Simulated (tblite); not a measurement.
# Molecular dynamics of C5H3F3S (part 2 of 2)

Continued. System: C5H3F3S. Method: GFN2-xTB Langevin dynamics, gas phase (tblite 0.8.0). It belongs to a series of runs on one base structure; here: H on C replaced by CF3.

Geometry of the input (Å):
```
F  -1.7548  -1.6065  0.6574
C  -1.6357  -0.3972  0.0850
F  -2.4523  0.4293  0.7552
F  -2.1567  -0.5196  -1.1524
C  -0.2237  0.0818  0.0585
C  0.8665  -0.7557  -0.2902
C  2.0446  -0.0856  -0.2629
S  1.8449  1.5622  0.1814
C  0.1552  1.3623  0.3354
H  0.7576  -1.7953  -0.5388
H  3.0245  -0.4613  -0.4777
H  -0.4690  2.1849  0.6229
```

**Trajectory as extended XYZ, continued**
```
12
Properties=species:S:1:pos:R:3:forces:R:3 step=20 time_fs=500.0 energy=-807.05128 temperature=374.0
F    -2.3181   -1.8155    1.1100   -0.1278   0.0977  -0.1170
C    -2.0651   -0.4834    1.0329    1.2713  -0.9970   0.0880
F    -2.0869   -0.0461    2.2802   -0.4679   0.4608   0.7602
F    -3.0517    0.0529    0.3512   -0.7973   0.4265  -0.2820
C    -0.7326   -0.2329    0.4335    2.0878   0.8336  -1.3133
C    -0.1695   -0.9847   -0.6659    0.4776   1.3466   0.7680
C     1.0233   -0.4270   -1.0964   -1.2682  -0.8584   0.9240
S     1.4976    0.9263   -0.1580    1.1793  -0.2101  -1.1374
C     0.1345    0.8252    0.7467   -2.6999  -0.0544   1.8590
H    -0.6714   -1.8532   -1.0329    0.1419  -0.1293  -0.2943
H     1.7206   -0.8595   -1.7537    0.3339  -0.1930  -0.7097
H    -0.0052    1.5905    1.5308   -0.1308  -0.7230  -0.5455
12
Properties=species:S:1:pos:R:3:forces:R:3 step=21 time_fs=525.0 energy=-806.90097 temperature=246.3
F    -2.1351   -1.9010    1.2266   -0.0571   0.1137   0.0113
C    -1.9705   -0.5888    1.0577   -0.6209   0.7341   0.8343
F    -2.0423    0.0119    2.2799    0.1684  -0.5427   0.0832
F    -3.0169   -0.0884    0.4258   -1.6557  -0.1391  -0.5916
C    -0.7886   -0.1877    0.3313    2.8609   0.0491  -0.9612
C    -0.2089   -0.9771   -0.7379   -0.2267   0.7352   1.0418
C     1.0422   -0.5300   -1.0602   -0.7466  -0.0073  -0.3634
S     1.5091    0.8817   -0.1381   -1.1504  -0.2450  -0.0985
C    -0.0337    0.9119    0.6813    0.0088  -1.1295   0.0803
H    -0.8322   -1.7877   -1.1032    0.7501   0.0939  -0.2458
H     1.6297   -0.8788   -1.9100   -0.0684   0.2228   0.6765
H    -0.3697    1.5378    1.5040    0.7376   0.1148  -0.4670
12
Properties=species:S:1:pos:R:3:forces:R:3 step=22 time_fs=550.0 energy=-806.95583 temperature=261.4
F    -1.9908   -1.8838    1.2281   -0.4992  -0.0529  -0.2008
C    -2.0200   -0.5415    1.0292   -0.1180  -0.9457   1.1869
F    -1.9680   -0.0663    2.3277   -0.6885   0.1814  -1.1327
F    -3.2056   -0.2638    0.4448    0.6801   0.1165   0.6212
C    -0.7959   -0.1769    0.3141    0.8484  -1.1575  -1.8763
C    -0.1789   -1.0133   -0.7216    0.0480   1.5266   1.0129
C     1.0656   -0.5007   -1.0636   -2.3083  -2.0546   0.0974
S     1.4727    0.8244   -0.1525    0.9340   1.6725   0.6063
C     0.0023    0.8391    0.6925    0.0105   0.2349  -0.0155
H    -0.7119   -1.8677   -1.0911    0.3174  -0.0292  -0.2286
H     1.7302   -0.9884   -1.7259    0.4304   0.0252  -0.4026
H    -0.3030    1.5579    1.4095    0.3452   0.4828   0.3318
12
Properties=species:S:1:pos:R:3:forces:R:3 step=23 time_fs=575.0 energy=-806.77533 temperature=180.6
F    -2.0426   -1.9574    1.2014    0.3919   1.0365   0.3199
C    -1.9774   -0.5790    1.0767   -2.0164  -0.7227   0.0120
F    -2.0755    0.0134    2.2489    0.6032  -0.1561   1.3070
F    -3.2313   -0.3026    0.5911    0.4863   0.0311  -0.9533
C    -0.7986   -0.1623    0.3376    0.9782  -1.7886  -2.0387
C    -0.2597   -0.9932   -0.7611   -0.6626   1.1812   1.8114
C     0.9686   -0.4819   -1.0498   -0.6523  -1.8937  -1.6255
S     1.5135    0.8424   -0.1692    0.6962   0.2669  -0.4255
C     0.0930    0.7961    0.6867   -1.6324   0.9444   1.4919
H    -0.8023   -1.8795   -1.1341    0.7435   0.9150   0.0989
H     1.4921   -0.9142   -1.8698    0.7685   0.1012  -0.1964
H    -0.1607    1.5401    1.4197    0.2960   0.0848   0.1984
12
Properties=species:S:1:pos:R:3:forces:R:3 step=24 time_fs=600.0 energy=-806.80193 temperature=248.3
F    -2.1578   -1.9220    1.2530    0.1845  -0.0978   0.4359
C    -2.0458   -0.6058    1.0918   -0.4739   0.5761  -0.7939
F    -2.0547    0.0322    2.2819   -0.1631  -0.5935  -0.2104
F    -3.2468   -0.2632    0.4955    0.9528   0.0746   0.1820
C    -0.7978   -0.2268    0.3410    1.1526  -0.2380  -1.8156
C    -0.2167   -0.8921   -0.8749   -2.3209  -0.6111   1.3458
C     1.0407   -0.5327   -1.2087   -1.8523   0.7529   1.3475
S     1.5048    0.8006   -0.2181   -0.4654   0.4358   1.0928
C     0.0103    0.7824    0.7770    1.2407  -1.4458  -1.7724
H    -0.8590   -1.6369   -1.3929    0.8454   0.4978   0.4553
H     1.5978   -0.9657   -1.9781    0.7374  -0.0399  -0.6871
H    -0.1096    1.3295    1.6652    0.1621   0.6889   0.4200
12
Properties=species:S:1:pos:R:3:forces:R:3 step=25 time_fs=625.0 energy=-806.78256 temperature=363.0
F    -2.1809   -1.8505    1.3869   -0.1947  -1.1755  -0.7362
C    -2.0704   -0.5740    1.0290    0.6503  -0.1359  -0.8665
F    -2.0608    0.0035    2.1938   -0.3547   1.6801   1.4827
F    -3.1659   -0.2150    0.3481   -0.4586  -0.1050   0.1310
C    -0.8412   -0.2437    0.2466    0.7452  -1.8685  -0.1243
C    -0.3481   -1.0639   -0.8682    0.1992   3.3184   2.1809
C     0.8068   -0.4741   -1.2291    2.1917  -1.1644  -2.0085
S     1.4426    0.7752   -0.2371    0.3451  -0.3116  -0.5902
C     0.1084    0.6002    0.7456   -1.8149   0.9789   0.6057
H    -0.8986   -1.8324   -1.2710   -0.6743  -1.2294  -0.8785
H     1.5210   -0.7993   -2.0273   -0.9799   0.2151   0.6995
H    -0.1367    1.3291    1.5054    0.3458  -0.2023   0.1044
12
Properties=species:S:1:pos:R:3:forces:R:3 step=26 time_fs=650.0 energy=-806.90430 temperature=522.4
F    -2.2266   -1.9484    1.3131   -0.6712   0.2936   0.5235
C    -2.0711   -0.6423    1.0565    1.1377   0.3189  -0.6261
F    -2.1135    0.1416    2.1387   -0.5341  -0.5922   0.7339
F    -3.0945   -0.2192    0.2885   -0.0289  -0.4124  -0.0036
C    -0.7344   -0.4379    0.4189   -0.4454   0.5632  -2.0796
C    -0.4056   -0.9439   -0.8961   -1.3199  -1.3974   0.7625
C     0.7467   -0.4693   -1.3831   -0.4220   0.4188   0.6346
S     1.3577    0.6976   -0.3229    2.0234   1.5071  -0.3140
C     0.0786    0.6151    0.7299   -0.6828  -0.2003   2.1935
H    -0.9873   -1.7214   -1.3954    0.1453   0.3697   0.2969
H     1.1860   -0.5875   -2.3193    0.5342  -0.3788  -0.9419
H     0.0156    1.1886    1.6845    0.2638  -0.4901  -1.1797
12
Properties=species:S:1:pos:R:3:forces:R:3 step=27 time_fs=675.0 energy=-806.61252 temperature=341.7
F    -2.3707   -1.9029    1.3393    0.4850  -0.7985   0.4075
C    -2.0790   -0.6544    1.0340    0.8482   1.1028   1.2167
F    -2.2315    0.0970    2.1878    0.1433  -0.6074  -0.4271
F    -3.0594   -0.2819    0.2600   -1.1141   0.7128  -1.1282
C    -0.7482   -0.3536    0.3942   -0.9364  -1.9614  -1.7711
C    -0.4926   -0.9496   -0.9230   -1.4222  -0.1198   1.1673
C     0.5734   -0.4181   -1.5093    1.7611   0.2331   0.5110
S     1.4182    0.7550   -0.4566   -1.5563  -1.0160   0.8941
C     0.1959    0.4726    0.8519    0.9286  -0.5164  -3.3236
H    -1.1448   -1.7246   -1.3560    0.4714   0.6246   0.3101
H     1.1099   -0.8695   -2.3328   -0.1904   0.6528  -0.0604
H     0.0096    0.8716    1.7625    0.5818   1.6934   2.2037
12
Properties=species:S:1:pos:R:3:forces:R:3 step=28 time_fs=700.0 energy=-806.78920 temperature=335.1
F    -2.3385   -1.8926    1.4239    0.0076   0.0699  -1.0080
C    -2.1219   -0.6075    1.0494    0.5099  -0.2663   0.0019
F    -2.3378    0.0054    2.2371    0.3512   0.6840  -0.9453
F    -3.1051   -0.2180    0.1558    0.8216  -0.5204   1.1753
C    -0.7508   -0.3897    0.3662   -1.3670  -0.8473  -1.2006
C    -0.5328   -0.8687   -0.9929   -0.7836   0.4734   0.8243
C     0.5827   -0.3501   -1.5410   -0.0821   0.5232  -1.3381
S     1.3671    0.7291   -0.4989    1.3626   0.4889  -0.0777
C     0.2484    0.4518    0.6992   -0.7502   1.2028   3.0644
H    -1.2498   -1.4109   -1.5643   -0.1960  -0.4593   0.0506
H     0.8529   -0.2473   -2.5971   -0.0547  -0.7059   0.6574
H     0.2799    1.0021    1.6788    0.1807  -0.6429  -1.2043
12
Properties=species:S:1:pos:R:3:forces:R:3 step=29 time_fs=725.0 energy=-806.84849 temperature=429.1
F    -2.2661   -1.9295    1.3032   -0.0831   0.3796   0.1245
C    -2.0271   -0.6381    1.0362   -0.7833   0.5801  -0.6348
F    -2.2388    0.1175    2.1028    0.6702  -0.2872   1.3343
F    -3.0093   -0.1573    0.2429   -1.0197  -0.6677  -0.7532
C    -0.7885   -0.3715    0.2886   -0.0568   0.1556  -0.1093
C    -0.6645   -0.7840   -1.0614    0.1545  -0.9943  -0.2365
C     0.4287   -0.2321   -1.6412    0.2154  -0.0572   1.6939
S     1.3749    0.7276   -0.5374   -1.2077  -0.0830   0.0230
C     0.1415    0.5232    0.6738    1.3654  -0.0429  -0.8184
H    -1.2712   -1.5892   -1.5149    0.3213   0.9322   0.2955
H     0.9377   -0.5745   -2.4660    0.5179  -0.2594  -1.7972
H     0.2907    1.0128    1.5874   -0.0942   0.3442   0.8780
12
Properties=species:S:1:pos:R:3:forces:R:3 step=30 time_fs=750.0 energy=-806.83090 temperature=400.7
F    -2.2420   -1.7782    1.1941   -0.1202  -1.4663   0.7035
C    -2.0347   -0.5165    0.9477   -1.2567   0.6135   0.3537
F    -2.0029    0.1260    2.1805   -0.6767  -0.4370  -1.5523
F    -3.1804   -0.2087    0.1745    1.1371   0.5393   1.2567
C    -0.8145   -0.2813    0.1915    1.3061   1.7952   1.6909
C    -0.6570   -0.7091   -1.1149   -1.2962  -0.5480  -1.4613
C     0.4329   -0.2186   -1.7237    1.0574   0.4738  -1.1401
S     1.3637    0.7439   -0.6376   -0.4745  -0.1375   0.8353
C     0.2104    0.5206    0.6911    0.2264  -0.6902  -2.6673
H    -1.4625   -1.2361   -1.6372    0.5363   0.0360   0.2865
H     0.7275   -0.2826   -2.7979   -0.2366  -0.0901   1.3544
H     0.3928    1.0544    1.5883   -0.2023  -0.0885   0.3400
12
Properties=species:S:1:pos:R:3:forces:R:3 step=31 time_fs=775.0 energy=-806.89093 temperature=416.8
F    -2.2431   -1.8044    1.2692    0.5284   0.8251  -0.8866
C    -2.0569   -0.4605    0.9023   -0.5214  -1.1937   1.0828
F    -1.9696    0.1074    2.1159   -0.1333   0.4874  -0.2102
F    -3.2165   -0.1263    0.3387   -0.0972   0.2092   0.0425
C    -0.8994   -0.1308    0.0491    1.2386   0.2244   2.2487
C    -0.6855   -0.5455   -1.2348    0.9440  -0.3637  -1.8025
C     0.5198   -0.1541   -1.7624   -0.6384  -0.8120  -0.9544
S     1.3937    0.7938   -0.6670    0.3522  -0.2633   0.4184
C     0.2411    0.4729    0.5472    0.1193   1.0603   1.6273
H    -1.3235   -1.2243   -1.7107   -0.8219  -0.5077  -0.7662
H     0.9110   -0.5017   -2.7293   -0.2412   0.6317   0.7053
H     0.4997    0.8022    1.5973   -0.7291  -0.2977  -1.5050
12
Properties=species:S:1:pos:R:3:forces:R:3 step=32 time_fs=800.0 energy=-806.79525 temperature=317.4
F    -2.1353   -1.8356    1.1911   -0.1874   1.0121  -0.1489
C    -2.0644   -0.4695    0.9157    0.1573  -1.4110  -0.5457
F    -2.0193    0.1489    2.0758    1.1867   0.1919   0.9518
F    -3.2818   -0.0895    0.5191   -0.1164  -0.3938  -1.3098
C    -0.8573   -0.2582   -0.0109   -0.9857   1.5554   1.0332
C    -0.7035   -0.5598   -1.3825    1.2998   0.0405  -0.4412
C     0.5200   -0.1388   -1.8691   -1.5162   0.7419   4.0435
S     1.4228    0.7775   -0.6147   -0.9490  -0.8891  -1.3236
C     0.1378    0.5560    0.4778    0.0944  -0.8549  -1.1745
H    -1.4234   -1.0760   -1.9945    0.0520  -0.0643   0.1724
H     0.9231   -0.1799   -2.7870    1.0248  -0.2826  -2.6005
H     0.2225    1.0331    1.3954   -0.0602   0.3539   1.3433
12
Properties=species:S:1:pos:R:3:forces:R:3 step=33 time_fs=825.0 energy=-806.81001 temperature=333.5
F    -2.1259   -1.7971    1.0930    0.3980  -1.6364   0.7807
C    -2.0919   -0.5031    0.9311    1.6731   1.0388  -1.0728
F    -1.8592    0.1110    2.1114   -0.8357  -0.3571   0.0761
F    -3.2879   -0.2347    0.4685   -1.1881   1.0432  -0.1155
C    -0.9575   -0.0935   -0.0080   -0.0383  -0.4441   1.7912
C    -0.6895   -0.6367   -1.2588   -0.1348  -0.3664  -2.6519
C     0.4950   -0.1583   -1.7845   -0.3305  -0.7439  -1.1154
S     1.3585    0.7189   -0.6700    0.1335   1.1971   2.0312
C     0.0870    0.6049    0.5386    1.0445   0.4927  -0.7723
H    -1.3551   -1.2794   -1.8870    0.5138   0.7599   0.9506
H     1.0224   -0.1953   -2.7638   -1.0364  -0.5606   0.8547
H     0.2150    1.1010    1.5056   -0.1991  -0.4232  -0.7563
12
Properties=species:S:1:pos:R:3:forces:R:3 step=34 time_fs=850.0 energy=-806.71626 temperature=424.2
F    -2.0705   -1.8820    1.1571   -0.4347  -0.7342  -0.4526
C    -2.0805   -0.5881    0.9253    1.3613   2.0204  -0.2911
F    -1.9053   -0.0288    2.1207   -0.8253   0.4318   1.0926
F    -3.2630   -0.1762    0.3974    0.3915  -0.5994   0.5138
C    -0.8984   -0.0978    0.0923   -1.5712   0.2765   1.1520
C    -0.8534   -0.5668   -1.1975    2.7274  -0.1297  -1.0674
C     0.3595   -0.2608   -1.7685    0.6648  -0.3413   0.0361
S     1.3346    0.7678   -0.6903   -0.3525  -0.6201  -1.5512
C     0.1132    0.7553    0.4617   -0.7901  -0.2780   1.8128
H    -1.5042   -1.2701   -1.6075   -0.9269  -0.6153  -0.5286
H     0.7959   -0.8099   -2.6235   -0.3003   1.0940   0.5781
H     0.1936    1.2397    1.4663    0.0560  -0.5047  -1.2946
12
Properties=species:S:1:pos:R:3:forces:R:3 step=35 time_fs=875.0 energy=-806.76752 temperature=333.1
F    -2.0350   -1.9155    1.2314   -0.0105   1.5521  -0.5134
C    -2.0302   -0.5157    1.0394    0.4908  -1.0710  -0.4428
F    -2.1044   -0.0498    2.3048    0.6107   0.1873  -0.9156
F    -3.1545   -0.1754    0.4383   -1.1404  -0.2261   0.0781
C    -0.9214   -0.0912    0.0569   -0.2103  -0.4631   2.6406
C    -0.7630   -0.6319   -1.2099   -0.9159  -0.8971  -0.9192
C     0.4049   -0.2984   -1.7981   -0.5038   1.1157   2.1824
S     1.3086    0.7596   -0.7696    0.1442   0.2377  -0.0279
C     0.1128    0.7040    0.4567   -0.1439  -1.0864  -1.6983
H    -1.4992   -1.2409   -1.7235    0.1016   0.0695   0.2925
H     0.5555   -0.3775   -2.7984    0.9966  -0.4135  -2.1785
H     0.1114    1.1570    1.3779    0.5810   0.9950   1.5021
12
Properties=species:S:1:pos:R:3:forces:R:3 step=36 time_fs=900.0 energy=-806.90936 temperature=350.7
F    -2.0191   -1.8286    1.2058   -0.1439  -0.5253   0.4645
C    -2.0081   -0.4844    1.0495    0.6166  -1.1952  -0.4098
F    -2.0176    0.0358    2.2736    0.3670   0.2921  -0.0892
F    -3.2066   -0.2308    0.5214   -0.0088   0.5522  -0.3815
C    -0.8103   -0.2157    0.1569   -0.8850   0.7968   0.8428
C    -0.6859   -0.7543   -1.1319   -2.2746  -1.3185  -0.6311
C     0.3361   -0.2165   -1.8077    1.5333  -1.8166  -2.3431
S     1.2866    0.8208   -0.8687    0.3379   0.2323   0.5017
C     0.2322    0.5933    0.4604    0.4562   1.3673   1.3188
H    -1.4465   -1.4784   -1.5494    1.1182   0.9514   0.4829
H     0.7758   -0.6982   -2.7489   -0.8392   1.2621   1.2944
H     0.4200    1.1477    1.4086   -0.2777  -0.5987  -1.0502
12
Properties=species:S:1:pos:R:3:forces:R:3 step=37 time_fs=925.0 energy=-806.74448 temperature=272.2
F    -2.0284   -1.9158    1.3102    0.1402  -0.0067   0.5903
C    -1.9560   -0.6131    1.1002    0.5579   1.8141  -1.6004
F    -1.8588    0.1499    2.1708   -0.5693  -0.4017   1.5865
F    -3.1696   -0.2781    0.5257    0.7532  -0.2435   0.2132
C    -0.7783   -0.1729    0.2269   -0.1752  -0.6182   0.6382
C    -0.7325   -0.7590   -1.0504    0.6299   0.7735   0.9154
C     0.3330   -0.4035   -1.7626    0.5737   1.5842   0.4421
S     1.2628    0.8231   -0.9265   -0.3641  -0.9203   0.1244
C     0.2905    0.6383    0.5013   -0.2606  -0.2737  -1.4415
H    -1.4664   -1.4357   -1.2572   -1.5032  -1.5679  -1.0392
H     0.4780   -0.5358   -2.7786    0.5179  -0.4379  -1.3441
H     0.6572    1.1982    1.3094   -0.3005   0.2982   0.9151
12
Properties=species:S:1:pos:R:3:forces:R:3 step=38 time_fs=950.0 energy=-807.04300 temperature=413.2
F    -2.0192   -1.8726    1.4916    0.4271   0.3447   0.3265
C    -1.8739   -0.5722    1.1636   -0.2188  -0.0908  -1.0952
F    -1.8123    0.1750    2.2878    0.0346  -0.6191  -0.7205
F    -3.0664   -0.2951    0.5498    0.3646   0.2960   0.3769
C    -0.7360   -0.3265    0.1603   -0.9016   0.9396   1.8514
C    -0.6961   -0.8715   -1.1420   -0.9887  -0.3730   0.7633
C     0.3658   -0.3704   -1.7754    0.6465  -0.1569  -1.1683
S     1.2880    0.7421   -0.9271    0.0448   0.8423   1.4550
C     0.2107    0.6303    0.4291    0.3276  -0.6079  -0.9184
H    -1.4865   -1.5218   -1.5015    0.5312   0.0671  -0.0422
H     0.7935   -0.5313   -2.7210   -0.1851  -0.5907  -1.0893
H     0.3773    1.2428    1.2833   -0.0823  -0.0515   0.2607
12
Properties=species:S:1:pos:R:3:forces:R:3 step=39 time_fs=975.0 energy=-806.75161 temperature=238.4
F    -1.9914   -1.8402    1.6650    0.0336  -0.4782  -1.3522
C    -1.8835   -0.5711    1.1192    0.5789  -1.9374   0.3175
F    -1.8072    0.0669    2.2509    0.7798   2.1421   1.0420
F    -3.0328   -0.2590    0.5971   -1.5215   0.0750  -0.7593
C    -0.7835   -0.3818    0.1251    0.4714   0.2982   0.6176
C    -0.5915   -0.9352   -1.1531   -3.1047  -2.5162  -0.3176
C     0.4174   -0.4421   -1.8308    2.7051   0.8372  -2.6548
S     1.3634    0.7019   -0.8972   -1.2051  -0.5293  -0.1570
C     0.1884    0.5287    0.3494    1.2729   0.7329   1.0286
H    -1.2600   -1.7499   -1.5469    0.6845   1.0424   0.3544
H     0.7358   -0.6320   -2.9130   -0.5317   0.1185   1.9266
H     0.3906    1.0155    1.2872   -0.1632   0.2148  -0.0458
12
Properties=species:S:1:pos:R:3:forces:R:3 step=40 time_fs=1000.0 energy=-806.87133 temperature=390.6
F    -2.0244   -1.9200    1.5924    0.1370   1.7159  -0.3900
C    -1.8749   -0.6129    1.1251    0.7093  -0.1482   0.3007
F    -1.7170    0.2393    2.1906   -0.1273  -1.0947  -0.4861
F    -3.0391   -0.2494    0.5778    0.1210  -0.3787  -0.0255
C    -0.6971   -0.4506    0.1707   -0.6033   0.5944   0.1883
C    -0.6168   -0.9711   -1.1432    0.4877  -0.0278   0.6379
C     0.4725   -0.6273   -1.8368    0.2804   2.5948   3.3625
S     1.3786    0.6133   -0.9197   -0.3458  -1.0459  -0.3911
C     0.3127    0.4417    0.3993    0.0730   0.6762   1.1606
H    -1.2683   -1.6279   -1.5876   -1.5711  -1.4086  -0.4515
H     0.8358   -0.9433   -2.7106    0.9565  -0.8462  -2.8471
H     0.4673    1.0346    1.3296   -0.1176  -0.6311  -1.0588
```

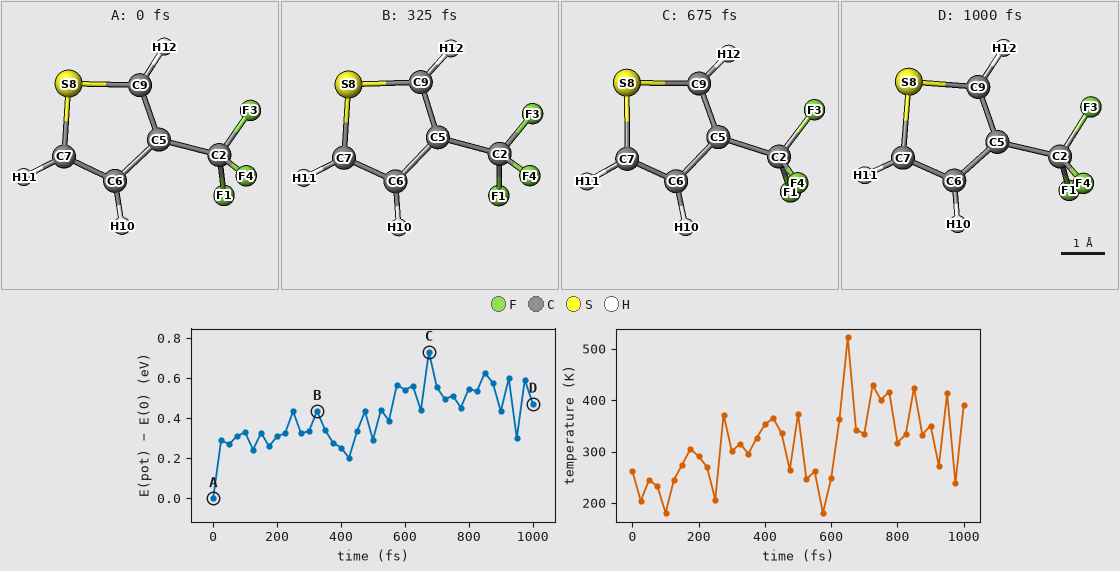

Fig. 1: Frames of the molecular dynamics (ball-and-stick, seen at a tilt) above the curves, on which the letters mark them. The trajectory kept here has 41 frames over 1000 fs. The temperature starts at 262 K, ranges from 181 to 522 K and averages 343 K over the second half. The potential energy ends 0.472 eV above its first value. After an unweighted best fit of the last frame on the first, the root-mean-square displacement is 0.20 Å, and F3 has moved furthest (0.39 Å).
